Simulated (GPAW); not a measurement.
**Property calculation, with input and output: SiHOF**

- system: SiHOF
- method: PBE/real-space grid, scalar-relativistic datasets (GPAW 26.7.0)

The geometry comes from this level: GFN2-xTB.

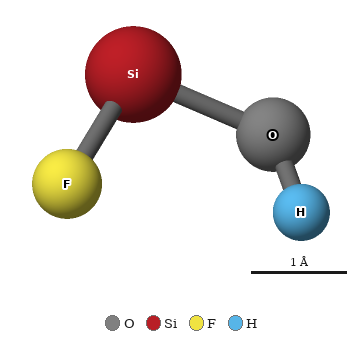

Fig. 1: The structure (ball-and-stick view, seen at a tilt).

The input (mol_sp.py)
```python
import numpy as np
from ase.io import read
from ase.units import Debye
from gpaw import GPAW

# Structure
molecule = read('mol.xyz')
molecule.center(vacuum=4.5)

# Ground state
calculator = GPAW(mode='fd', h=0.18, xc='PBE', maxiter=150, txt='-')
molecule.calc = calculator

energy = molecule.get_potential_energy()
print(f'Energy: {energy:.5f} eV')
forces = molecule.get_forces()
print('Forces (eV/Ang)')
for symbol, f in zip(molecule.symbols, forces):
    print(f'{symbol:2} {f[0]:9.4f} {f[1]:9.4f} {f[2]:9.4f}')
dipole = molecule.get_dipole_moment() / Debye
print(f'Dipole: {np.linalg.norm(dipole):.3f} D')
homo, lumo = calculator.get_homo_lumo()
print(f'HOMO: {homo:.3f} eV')
print(f'LUMO = {lumo:.3f} eV')
print(f'Gap                     {lumo - homo:.3f} eV')
```

File mol.xyz
```
4

O     -0.560720     0.735830    -0.178750
Si     0.270050     0.078240     1.029450
F      0.903200    -1.214360     0.226270
H     -0.612530     0.400300    -1.076970
```

Machine: 1 thread of Arm Neoverse V2, 112 GiB of memory available, shared host.

Run as:
```bash
python mol_sp.py > mol_sp.log
```

What the program printed
```
__  _  _
 | _ |_)|_||  |
 |__||  | ||/\| - 26.7.0

units:  Angstrom and eV
cores:  1
OpenMP: False

Versions:
  Python: 3.12.14
  ASE:    3.29.0
  Numpy:  2.5.5
  Scipy:  1.18.1
  Libxc:  7.0.0

        _gpaw.cpython-312-aarch64-linux-gnu.so

Input parameters:
  mode=FD(),
  h=0.18,
  maxiter=150,
  xc=XC(name='PBE')

Diagonalizing LCAO Hamiltonian
Converting LCAO to fd mode
        .-------------------------.
       /|                         |
      / |                         |
     /  |                         |
    /   |                         |
   /    |                         |
  /     |                         |
 *      |                         |
 |      |                         |
 |      |         Si              |
 |      |       O                 |
 |      |       H  F              |
 |      |                         |
 |      |                         |
 |      .-------------------------.
 |     /                         /
 |    /                         /
 |   /                         /
 |  /                         /
 | /                         /
 |/                         /
 *-------------------------*

Atoms  # Å, Bohr magnetons
|   | symbol |        x |        y |        z |    initial magnetic moments |
|---|--------|----------|----------|----------|-----------------------------|
| 0 |      O | 4.551810 | 6.450190 | 5.398220 | ( 0.0000,  0.0000,  0.0000) |
| 1 |     Si | 5.382580 | 5.792600 | 6.606420 | ( 0.0000,  0.0000,  0.0000) |
| 2 |      F | 6.015730 | 4.500000 | 5.803240 | ( 0.0000,  0.0000,  0.0000) |
| 3 |      H | 4.500000 | 6.114660 | 4.500000 | ( 0.0000,  0.0000,  0.0000) |

Unit cell  # Å
| periodic |         x |         y |         z |   lengths |    angles |
|----------|-----------|-----------|-----------|-----------|-----------|
|       no | 10.515730 |  0.000000 |  0.000000 | 10.515730 | 90.000000 |
|       no |  0.000000 | 10.950190 |  0.000000 | 10.950190 | 90.000000 |
|       no |  0.000000 |  0.000000 | 11.106420 | 11.106420 | 90.000000 |

Number of symmetries: 1
Symmetry operations  # r_c * U_cc + t_c -> r_c
|   | kind |            matrix            |
|---|------|------------------------------|
| 0 |  E   |  1, 0, 0,  0, 1, 0,  0, 0, 1 |

BZ-sampling:
  Number of BZ points: 1
  Number of IBZ points: 1

  Monkhorst-Pack size: [1, 1, 1]
  Monkhorst-Pack shift: [0, 0, 0]

K-points  # in reciprocal-cell coordinates
|   |                                coordinates |     weight |
|---|--------------------------------------------|------------|
| 0 | (  0.00000000,   0.00000000,   0.00000000) | 1.00000000 |

Uniform wave function grid shape: (np.int64(59), np.int64(59), np.int64(59))
Spin-components: 1 (collinear spins)
Bands:           13
Projectors:      18
Spin-degeneracy: 2
Datatype:        float64

  Storage: CPU
  Wave functions: 21_359_416 bytes (21_359_416 per core)

Parallelization:
  kpt:    1
  domain: 1
  band:   1

Density:
  Valence electrons: 18.0
  Components: 1
  Grid points: [60 60 60]
  Charge: 0.0  # |e|

Potential:
  Grid points: [60 60 60]

species:
  O:
    name:    Oxygen
    Z:       8.0
    valence: 6
    core:    2
    charge:  0.0  # [|e|]
    file:    O.PBE.gz
    compensation charges:
      type: gauss
      rc: 0.21  # [Å]
      lmax: 2
    cutoffs:
      filter: 1.17  # [Å]
      core: 0.83  # [Å]
    projectors
    | kind |    occ | energy [eV] | rcut [Å] |
    |------|--------|-------------|----------|
    |   2s |  2.000 |     -23.961 |    0.688 |
    |   2p |  4.000 |      -9.029 |    0.598 |
    |    s |        |       3.251 |    0.688 |
    |    p |        |      18.182 |    0.598 |
    |    d |        |       0.000 |    0.619 |

    Using partial waves for O as LCAO basis

  Si:
    name:    Silicon
    Z:       14.0
    valence: 4
    core:    10
    charge:  0.0  # [|e|]
    file:    Si.PBE.gz
    compensation charges:
      type: gauss
      rc: 0.33  # [Å]
      lmax: 2
    cutoffs:
      filter: 1.86  # [Å]
      core: 2.06  # [Å]
    projectors
    | kind |    occ | energy [eV] | rcut [Å] |
    |------|--------|-------------|----------|
    |   3s |  2.000 |     -10.812 |    1.058 |
    |   3p |  2.000 |      -4.081 |    1.058 |
    |    s |        |      16.399 |    1.058 |
    |    p |        |      23.130 |    1.058 |
    |    d |        |       0.000 |    1.058 |

    Using partial waves for Si as LCAO basis

  F:
    name:    Fluorine
    Z:       9.0
    valence: 7
    core:    2
    charge:  0.0  # [|e|]
    file:    F.PBE.gz
    compensation charges:
      type: gauss
      rc: 0.20  # [Å]
      lmax: 2
    cutoffs:
      filter: 1.14  # [Å]
      core: 0.74  # [Å]
    projectors
    | kind |    occ | energy [eV] | rcut [Å] |
    |------|--------|-------------|----------|
    |   2s |  2.000 |     -29.898 |    0.635 |
    |   2p |  5.000 |     -11.110 |    0.635 |
    |    s |        |      -2.687 |    0.635 |
    |    p |        |      16.102 |    0.635 |
    |    d |        |       0.000 |    0.635 |

    Using partial waves for F as LCAO basis

  H:
    name:    Hydrogen
    Z:       1.0
    valence: 1
    core:    0
    charge:  0.0  # [|e|]
    file:    H.PBE.gz
    compensation charges:
      type: gauss
      rc: 0.15  # [Å]
      lmax: 2
    cutoffs:
      filter: 0.85  # [Å]
      core: 0.53  # [Å]
    projectors
    | kind |    occ | energy [eV] | rcut [Å] |
    |------|--------|-------------|----------|
    |   1s |  1.000 |      -6.494 |    0.476 |
    |    s |        |      20.717 |    0.476 |
    |    p |        |       0.000 |    0.476 |

    Using partial waves for H as LCAO basis

Reference energy: -12653.767499  # eV

eigensolver:
  PPCG
  Converge bands: occupied
  niter=2

density mixing:
  MSR1-Mixer
  Pratt-step length: 0.05
  Maximum mixing coefficient: 0.75
  Old densities: 10
  SVD Regularization: 0.005
  Good broyden scale: 1.0
  Trust region scale: 1.0
  Backstep threshold: 4.0
  History deletion threshold: 6.0
  Fourier metric: weight=20.0, sigma=0.015

occupation numbers:
  # Zero width

FastPoissonSolver using
    Stencil: 6*3+1=19 point O(h^6) finite-difference Laplacian
    FFT axes: []
    FST axes: [np.int64(0), np.int64(1), np.int64(2)]

xc functional:
  name: PBE with 2 nearest neighbor stencil
interpolation: tri-quintic # 5. degree polynomial

Initialization done in: 1.311 s

convergence criteria:
- Maximum [total energy] change in last 3 cyles: 0.0005 eV / valence electron
- Maximum integral of absolute [dens]ity change: 0.0001 electrons / valence electron
- Maximum integral of absolute [eigenst]ate change: 4e-08 eV^2 / valence electron
maximum number of iterations: 150

SCF iterations
|iter     |     time |      energy | eigst |  dens |
|---------|----------|-------------|-------|-------|
|iter:   1| 00:00:02 |  -24.028438 | +1.00 |       |
|iter:   2| 00:00:03 |  -23.415194 | -0.12 | -0.78 |
|iter:   3| 00:00:04 |  -21.556679 | +0.41 | -0.83 |
|iter:   4| 00:00:05 |  -21.552970 | -0.57 | -1.33 |
|iter:   5| 00:00:06 |  -21.552220c| -1.38 | -1.62 |
|iter:   6| 00:00:06 |  -21.552256c| -2.22 | -2.43 |
|iter:   7| 00:00:07 |  -21.552299c| -3.06 | -2.73 |
|iter:   8| 00:00:08 |  -21.552303c| -4.03 | -3.22 |
|iter:   9| 00:00:09 |  -21.552304c| -4.57 | -3.72 |
|iter:  10| 00:00:10 |  -21.552304c| -5.46 | -4.21c|
|iter:  11| 00:00:11 |  -21.552304c| -6.26 | -4.76c|
|iter:  12| 00:00:12 |  -21.552304c| -6.95 | -5.12c|
|iter:  13| 00:00:12 |  -21.552304c| -7.41c| -5.63c|

Converged in 13 steps
SCF loop duration: 10.660 s (0.820 s/step)
Energy contributions relative to reference atoms: (reference = -12653.767499)

Energy contributions:
  Kinetic:          27.919876
  Coulomb:         -29.942852
  Zero:              0.694561
  External:          0.000000
  Xc:              -20.223889
  Entropy:           0.000000
  Spinorbit:         0.000000
  ----------------------------
  Free energy:     -21.552304
  Extrapolated:    -21.552304

dipole moment: (-0.102946, 0.069579, -0.175737)  # |e|*Ang

Fermi level: -4.625
Eigenvalues  # (at kpt = [0.000, 0.000, 0.000])
| band index |      eig [eV] | occ [0-2] |
|------------|---------------|-----------|
|          0 |       -29.329 |     2.000 |
|          1 |       -25.749 |     2.000 |
|          2 |       -14.611 |     2.000 |
|          3 |       -12.218 |     2.000 |
|          4 |       -10.476 |     2.000 |
|          5 |       -10.398 |     2.000 |
|          6 |        -8.934 |     2.000 |
|          7 |        -8.787 |     2.000 |
|          8 |        -6.763 |     2.000 |
|          9 |        -2.487 |     0.000 |
|         10 |        -0.802 |     0.000 |
|         11 |        -0.423 |     0.000 |
|         12 |         0.919 |     0.000 |

Gap: 4.276 eV
Transition (v -> c):
  (s=0, k=0, n=8, [0.00, 0.00, 0.00]) -> (s=0, k=0, n=9, [0.00, 0.00, 0.00])
No difference between direct/indirect transitions
vacuum-level: 0.000  # V
Energy: -21.55230 eV

Forces  # eV/Ang
|        x |        y |        z |
|----------|----------|----------|
| -1.05785 |  1.31859 | -0.56261 |  # O    0
|  0.73792 | -0.62796 |  0.97937 |  # Si   1
|  0.40221 | -0.50444 |  0.27847 |  # F    2
|  0.03597 | -0.29193 | -0.52531 |  # H    3

Force computation time: 0.044  # s
Forces (eV/Ang)
O    -1.0579    1.3186   -0.5626
Si    0.7379   -0.6280    0.9794
F     0.4022   -0.5044    0.2785
H     0.0360   -0.2919   -0.5253
Dipole: 1.034 D
HOMO: -6.763 eV
LUMO = -2.487 eV
Gap                     4.276 eV
```

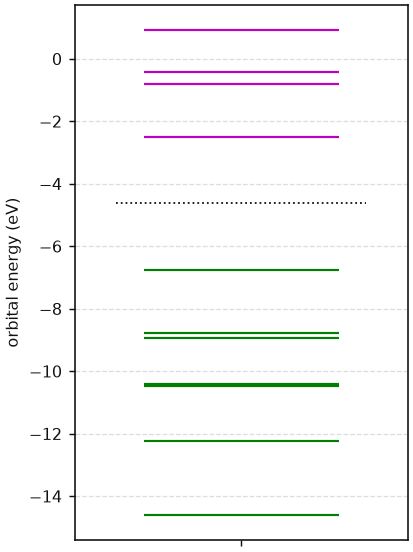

Fig. 2: Orbital energies near the frontier; the dotted line parts filled from empty levels, and levels within 0.02 eV of each other stand side by side. Highest filled −6.76 eV, lowest empty −2.49 eV, 4.27 eV apart.

Key numbers

| quantity | value |
| --- | --- |
| outcome | converged |
| energy relative to the program's reference atoms | −21.5523 eV |
| largest force | 1.782 eV/Å |
| HOMO | −6.76 eV |
| LUMO | −2.49 eV |
| dipole moment | 1.03 D |
| wall time | 13 s |
| peak memory | 0.5 GiB |
